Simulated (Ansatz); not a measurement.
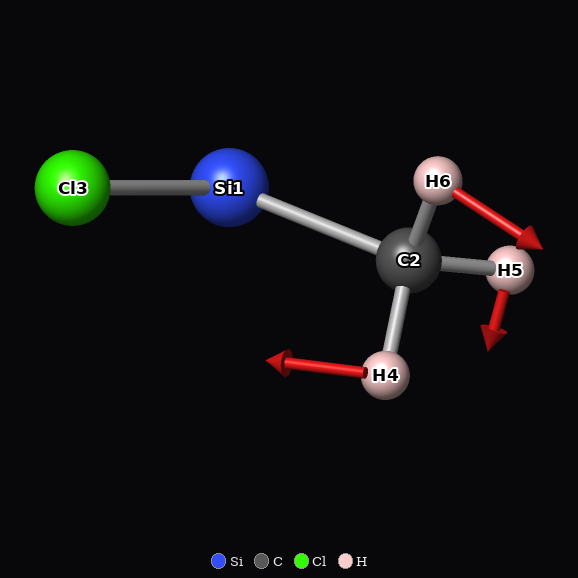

The arrows show one normal mode. Harmonic vibrations computed with RKS PBE0-D4/def2-TZVP (Ansatz 0.2.0) at a stationary point of the same level.

Question: What kind of motion is it?

Answer: Mostly H–C–Si bending.

Question: Estimate its harmonic wavenumber.

Answer: 554 cm⁻¹; it is mode 4 of 12 counted from the lowest.
